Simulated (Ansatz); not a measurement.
# AlSiH5 (AlH2(SiH3)): levels of theory compared

Wanted: a comparison of 6 runs (B3LYP/STO-3G, HSE06/STO-3G, wB97X/STO-3G, BCCD(T)/STO-3G, CCSDT(Q)/STO-3G, CCSDT/STO-3G) of AlSiH5 (AlH2(SiH3)). 

The results are computed with Ansatz 0.2.0.

58 further runs of the same task are left out: 2 that didn't finish, 56 set aside as unsound or not needed.

## (1) The system as given

AlSiH5: 7 atoms, total charge 0, spin state singlet. SMILES: `[H][Al]([H])[SiH3]`. The Si4–Al1 distance was set to 4.842 Å, away from the relaxed value. At this shape a bond of the SMILES string is far longer than usual.

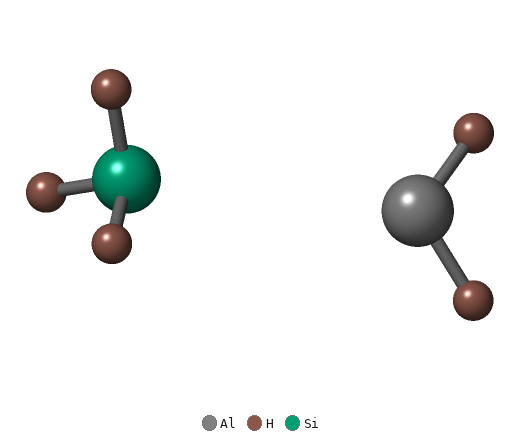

The structure, seen from a chosen angle (aluminium grey, hydrogen brown, silicon teal).

## (2) A single-point energy at B3LYP/STO-3G (run 1)

File input.yaml:

```yaml
crystal:
  periodic: [false, false, false]
  atoms:
    - {symbol: Al, position_ang: [1.893449, 3.301153, 0.024470]}
    - {symbol: H, position_ang: [3.450819, 3.464453, 0.077080]}
    - {symbol: H, position_ang: [1.258789, 4.732643, 0.004030]}
    - {symbol: Si, position_ang: [-0.517390, -0.897790, -0.016750]}
    - {symbol: H, position_ang: [-1.851430, -0.836410, 0.625620]}
    - {symbol: H, position_ang: [0.177610, -1.992690, 0.701130]}
    - {symbol: H, position_ang: [-0.795620, -1.472990, -1.353750]}
basis:
  gaussian:
    orbitals: STO-3G
hamiltonian:
  xc: {name: B3LYP}
accuracy: high
```

Run with:

```sh
$ ansatz run input.yaml --threads 1 --pin off --max-ram 2610MiB --events-out events.jsonl --progress --plain --runs-dir runs
```

Log:

```text
Warning: RAYON_NUM_THREADS=1 ignored (pool sized by the plan → 1); use --threads N
Functional definition: B3LYP
  name "B3LYP"
  parameter a0 = 0.2
  parameter ax = 0.72
  parameter ac = 0.81
  exchange = (1 - a0 - ax)*slater_x + ax*b88_x + a0*exact_x
  correlation = (1 - ac)*vwn_rpa_c + ac*lyp_c
356 factors; integrals over basis functions are off by at most 1.0e-8 eV
mean field evaluation 1: about -14372.4814 eV, gradient 2.2e1 eV
mean field evaluation 2: about -14283.5811 eV, gradient 4.9e1 eV
mean field evaluation 4: about -14371.8005 eV, gradient 2.4e1 eV
mean field evaluation 8: about -14375.9028 eV, gradient 1.8e1 eV
mean field evaluation 16: about -14378.6974 eV, gradient 2.2e-8 eV
mean field -14378.69741561 eV, -528.4073837925 hartree, gradient 9.3e-8 eV, S^2 0.000000; 0 other end points of the search recorded, 0 dependent functions left out
reference -14378.69745400 eV, -528.4073852034 hartree; 16, 16 occupied and 7, 7 virtual orbitals, 356 factors
Total energy: -14378.69745400 eV, -528.4073852034 hartree
```

It took 1.5 s on 1 thread of Arm Neoverse V1, shared host; peak memory 0.1 GiB.

## (3) The energy at HSE06/STO-3G (run 2)

File input.yaml:

```yaml
crystal:
  periodic: [false, false, false]
  atoms:
    - symbol: Al
      position_ang: [1.893449, 3.301153, 0.024470]
    - symbol: H
      position_ang: [3.450819, 3.464453, 0.077080]
    - symbol: H
      position_ang: [1.258789, 4.732643, 0.004030]
    - symbol: Si
      position_ang: [-0.517390, -0.897790, -0.016750]
    - symbol: H
      position_ang: [-1.851430, -0.836410, 0.625620]
    - symbol: H
      position_ang: [0.177610, -1.992690, 0.701130]
    - symbol: H
      position_ang: [-0.795620, -1.472990, -1.353750]
basis:
  gaussian:
    orbitals: STO-3G
hamiltonian:
  xc: hse06
accuracy: high
```

Run with:

```sh
$ ansatz run input.yaml --threads 1 --pin off --max-ram 2610MiB --events-out events.jsonl --progress --plain --runs-dir runs
```

Log:

```text
Warning: RAYON_NUM_THREADS=1 ignored (pool sized by the plan → 1); use --threads N
Functional definition: HSE06
  name "HSE06"
  parameter a = 0.25
  parameter omega = 0.11/bohr
  exchange = pbe_x - a*pbe_x_sr(omega) + a*exact_x_sr(omega)
  correlation = pbe_c
356 factors; integrals over basis functions are off by at most 1.0e-8 eV
78 factors; integrals over basis functions are off by at most 2.1e-9 eV
mean field evaluation 1: about -14365.1300 eV, gradient 2.2e1 eV
mean field evaluation 2: about -14276.3308 eV, gradient 4.8e1 eV
mean field evaluation 4: about -14361.7909 eV, gradient 2.2e1 eV
mean field evaluation 8: about -14368.4987 eV, gradient 1.2e1 eV
mean field evaluation 16: about -14371.0609 eV, gradient 3.0e-8 eV
mean field -14371.06094558 eV, -528.1267486952 hartree, gradient 3.0e-8 eV, S^2 0.000000; 0 other end points of the search recorded, 0 dependent functions left out
reference -14371.06094821 eV, -528.1267487918 hartree; 16, 16 occupied and 7, 7 virtual orbitals, 356 factors
Total energy: -14371.06094821 eV, -528.1267487918 hartree
```

Run time: 1.8 s. Hardware: 1 thread of Arm Neoverse V1, shared host; peak memory 0.11 GiB.

Runs 3 to 4 aren't shown in full; the table further down has their settings and results.

## (4) The energy at CCSDT(Q)/STO-3G (run 5)

File run.yaml:

```yaml
crystal:
  periodic: [false, false, false]
  atoms:
    - {symbol: Al, position_ang: [1.893449, 3.301153, 0.024470]}
    - {symbol: H, position_ang: [3.450819, 3.464453, 0.077080]}
    - {symbol: H, position_ang: [1.258789, 4.732643, 0.004030]}
    - {symbol: Si, position_ang: [-0.517390, -0.897790, -0.016750]}
    - {symbol: H, position_ang: [-1.851430, -0.836410, 0.625620]}
    - {symbol: H, position_ang: [0.177610, -1.992690, 0.701130]}
    - {symbol: H, position_ang: [-0.795620, -1.472990, -1.353750]}
basis:
  gaussian: {orbitals: STO-3G}
correlation: {method: ccsdt_q, frozen_orbitals: {Al: 5, H: 0, Si: 5}}
accuracy: high
scf: {omitted_lower_state_checks: [cluster_reference, increment]}
```

Run with:

```sh
$ ansatz run run.yaml --threads 1 --pin off --max-ram 2610MiB --events-out events.jsonl --progress --plain --runs-dir runs
```

Log:

```text
Warning: RAYON_NUM_THREADS=1 ignored (pool sized by the plan → 1); use --threads N
[... 12 lines left out ...]
10 core orbitals not correlated: weight in the atoms' cores, before any rotation towards them, 1.000 or more for the frozen orbitals, at most 0.000 for the correlated occupied ones
[... 35 lines left out ...]
WARN: these amplitudes may be one of several solutions (largest doubles amplitude 1.01, level shift 8.48 eV)
Total energy: -14352.33941482 eV, -527.4387451295 hartree
Checks for a lower state left out: cluster_reference, increment
```

Wall time 0.44 s (1 thread of Arm Neoverse V1, shared host).

## (5) The energy at CCSDT/STO-3G (run 6)

File molecule.yaml:

```yaml
crystal:
  periodic: [false, false, false]
  atoms:
    - symbol: Al
      position_ang: [1.893449, 3.301153, 0.024470]
    - symbol: H
      position_ang: [3.450819, 3.464453, 0.077080]
    - symbol: H
      position_ang: [1.258789, 4.732643, 0.004030]
    - symbol: Si
      position_ang: [-0.517390, -0.897790, -0.016750]
    - symbol: H
      position_ang: [-1.851430, -0.836410, 0.625620]
    - symbol: H
      position_ang: [0.177610, -1.992690, 0.701130]
    - symbol: H
      position_ang: [-0.795620, -1.472990, -1.353750]
basis:
  gaussian: {orbitals: STO-3G}
accuracy: high
scf: {omitted_lower_state_checks: [cluster_reference, increment]}
correlation: {method: ccsdt, frozen_orbitals: {Al: 5, H: 0, Si: 5}}
```

Run with:

```sh
$ ansatz run molecule.yaml --threads 1 --pin off --max-ram 2610MiB --events-out events.jsonl --progress --plain --runs-dir runs
```

Log:

```text
Warning: RAYON_NUM_THREADS=1 ignored (pool sized by the plan → 1); use --threads N
[... 12 lines left out ...]
10 core orbitals not correlated: weight in the atoms' cores, before any rotation towards them, 1.000 or more for the frozen orbitals, at most 0.000 for the correlated occupied ones
[... 34 lines left out ...]
WARN: these amplitudes may be one of several solutions (largest doubles amplitude 1.01, level shift 8.48 eV)
Total energy: -14352.31627306 eV, -527.4378946854 hartree
Checks for a lower state left out: cluster_reference, increment
```

Wall time 0.4 s (1 thread of Arm Neoverse V1, shared host).

## (6) The series

```csv
run,level,frozen core orbitals,energy (Eh),wall time
1,B3LYP/STO-3G,–,-528.407385,1.5 s
2,HSE06/STO-3G,–,-528.126749,1.8 s
3,wB97X/STO-3G,–,-528.320123,6 s
4,BCCD(T)/STO-3G,10,-527.439331,0.26 s
5,CCSDT(Q)/STO-3G,10,-527.438745,0.44 s
6,CCSDT/STO-3G,10,-527.437895,0.4 s
```

## (7) What came out

| quantity | value |
| --- | --- |
| run 6: total energy | -527.43789 Eh |
| run 6: correlation energy (10 core orbitals frozen) | -240.7 mEh |
| run 6: T1 diagnostic | 0.085 |

**Reading.** Totals of different functionals can't be ranked against each other. In runs 4, 5, 6 the log says that unrestricted orbitals would lower the reference, so the values rest on an unstable closed-shell determinant (other closed-shell runs at this shape may share the fault). In runs 1, 2, 3, 4, 5, 6 the basis is minimal, so the values are rough. All runs together took 10 s, the longest 6 s.
